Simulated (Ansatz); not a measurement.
SiNH4SF3: several calculations on one system

### Relaxation

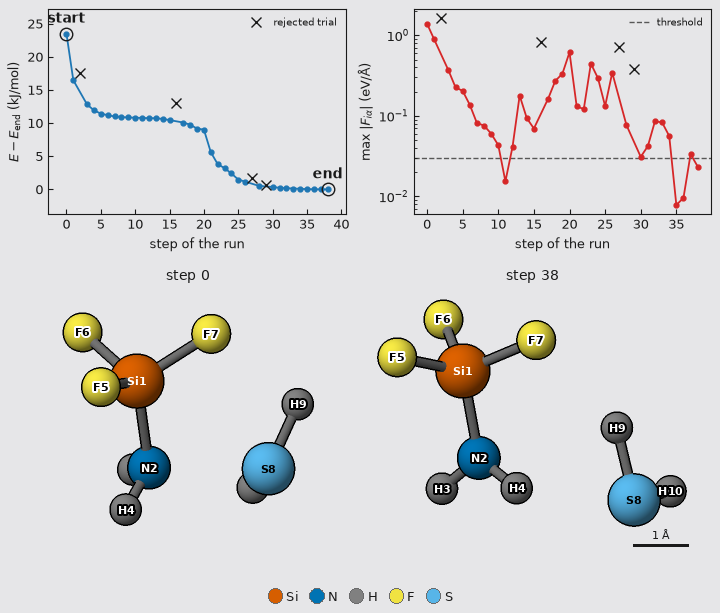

First and last geometry of a relaxation of SiNH$_{4}$SF$_{3}$, with the history of the run. The picture is a ball-and-stick view, seen at a tilt.

The run prepares an end point of a later path (reaction) calculation, from a guessed geometry.

All numbers below come from RKS PBE/def2-SVP (Ansatz 0.2.0). Settings: no spin polarisation; force threshold 0.03 eV/Å; at most 50 steps.

Did the run converge, and what did it change?

Answer. It converged. The energy falls by 23.5 kJ/mol in 34 accepted moves (38 points after the start). Largest force component: 1.4 eV/Å at the start, 0.023 eV/Å at the end. The line search rejected the trial steps at points 2, 16, 27, 29 of the run. The forces were under the threshold at step 11, but the run went on from there. The largest move after the best rigid fit is that of H10, 1.38 Å. By element the largest moves are H 1.38 Å, F 1.15 Å, S 0.80 Å, Si 0.39 Å, N 0.38 Å. Near-neighbour distances that change, for instance: Si1–N2 1.777 → 1.689 Å, S8–H10 1.386 → 1.362 Å, Si1–F5 1.611 → 1.621 Å, Si1–F7 1.619 → 1.627 Å. Bond angles that change, for instance: Si1–N2–H3 114.1° → 123.1°, Si1–N2–H4 113.7° → 119.2°, F6–Si1–F7 103.8° → 108.8°.

Limits of the set-up: the start holds two separate molecules, 2.3 Å apart at their closest, whose relative position is a soft coordinate and is computed without a dispersion correction.

### Relaxation

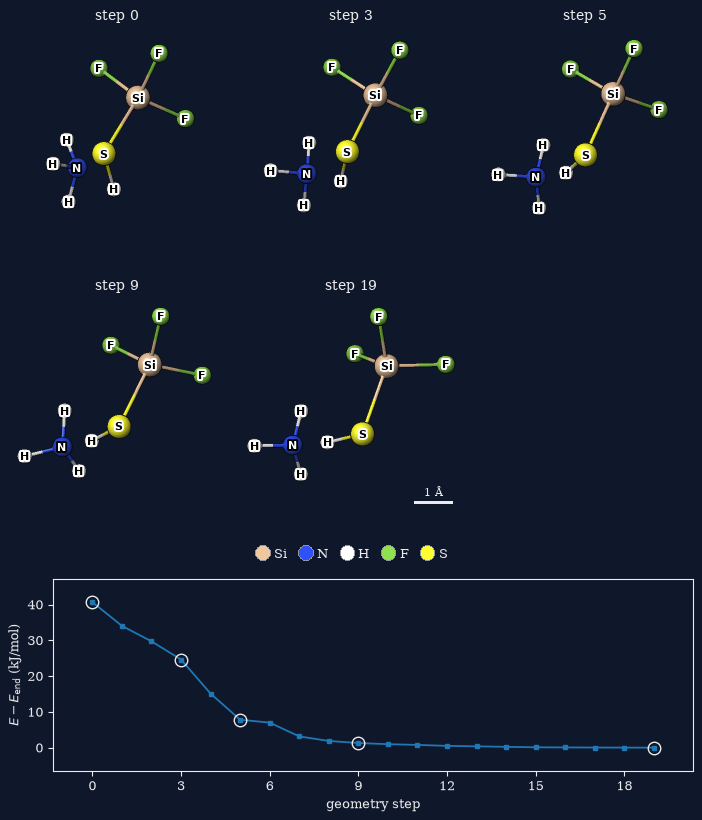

Frames of a relaxation of SiNH4SF3, marked on the history of the run. A ball-and-stick model, seen from a free direction.

The run prepares an end point of a later path (reaction) calculation, from a guessed geometry.

Method: RKS PBE/def2-SVP (Ansatz). Set-up: no spin polarisation; force threshold 0.03 eV/Å; at most 50 steps.

Q: Describe the path.

A: After 19 geometry steps the energy has fallen by 40.7 kJ/mol. Largest force component: 0.57 eV/Å at the start, 0.0089 eV/Å at the end. The atom that moves furthest after the best rigid fit is an F atom (1.07 Å). Largest moves by element: F 1.07 Å, H 0.98 Å, S 0.78 Å, N 0.60 Å, Si 0.40 Å. Some distances before and after: H–N 2.383 → 1.559 Å, H–S 1.363 → 1.497 Å, S–Si 2.148 → 2.074 Å, F–Si 1.623 → 1.644 Å. Among the angles between lasting bonds that change: F–Si–S 106.3° → 114.9°, F–Si–S 115.2° → 110.7°, F–Si–F 109.2° → 104.8°. Groups turn about S–Si by about 85°. Cost: 26 s on 4 threads of Arm Neoverse V1, on a shared host, peak memory 0.16 GiB. From step 0 to 3: an H atom moves most (0.57 Å), energy −16.1 kJ/mol. From step 3 to 5: an H atom moves most (0.40 Å), energy −16.8 kJ/mol. From step 5 to 9: an H atom moves most (0.44 Å), energy −6.51 kJ/mol. From step 9 to 19: an F atom moves most (0.52 Å), energy −1.30 kJ/mol.

### Path

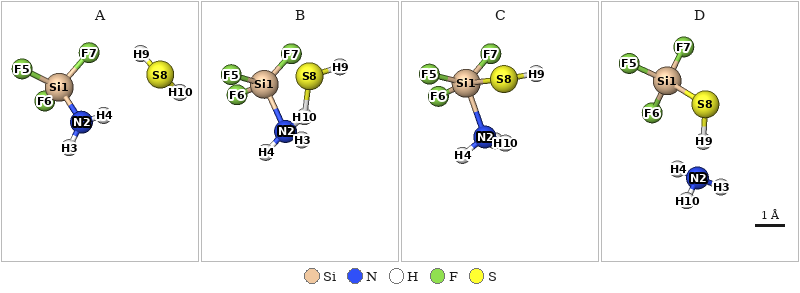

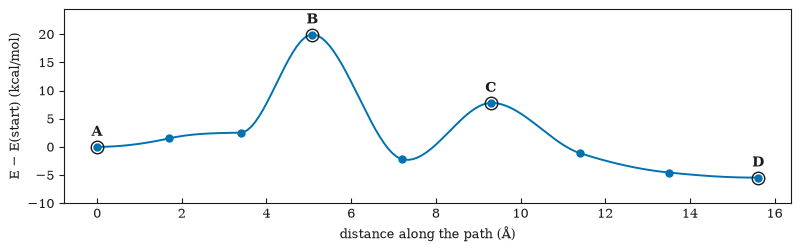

A search for the minimum-energy path of SiNH$_{4}$SF$_{3}$, made up at the start of SiNH2F3 and H$_{2}$S by the nudged elastic band. Images are numbered from 0 (start) to 8 (end). Frames A to D are images 0, 3, 5, 8. A ball-and-stick model, seen at a tilt.

Level of theory: RKS PBE/def2-SVP (Ansatz). Run with 7 movable images; climbing image; force threshold 0.05 eV/Å; iteration limit 60; starting path through a guess of the saddle point.

Q: Read off the barrier and say what moves.

A: The path has more than one stage, and so few images may leave a stage unresolved. Breaking: S8–H10 (1.36 → 1.63 at the top → 3.62 Å), Si1–N2 (1.69 → 1.84 at the top → 3.60 Å). Forming: N2–H10 (3.64 → 1.35 at the top → 1.03 Å), Si1–S8 (4.18 → 2.62 at the top → 2.07 Å). The energy climbs by 19.9 kcal/mol to image 3 and then falls by 25.4 kcal/mol, so the end point sits at −5.4 kcal/mol. The profile has 2 maxima (images 3, 5) with a dip at image 4 (−2.2 kcal/mol), so the process runs in steps. The band converged in 38 iterations. The largest component of the band force went from 50 to 0.049 eV/Å. The climbing image converged on the top of the path. Its vibrational analysis gives one imaginary mode (815i cm⁻¹), as a transition state must have.

Limits of the set-up: the start holds two separate molecules, 2.3 Å apart at their closest, whose relative position is a soft coordinate and is computed without a dispersion correction.

Cost: 5.1 min on 4 threads of Arm Neoverse V1, with other jobs on the host, peak memory 0.18 GiB.
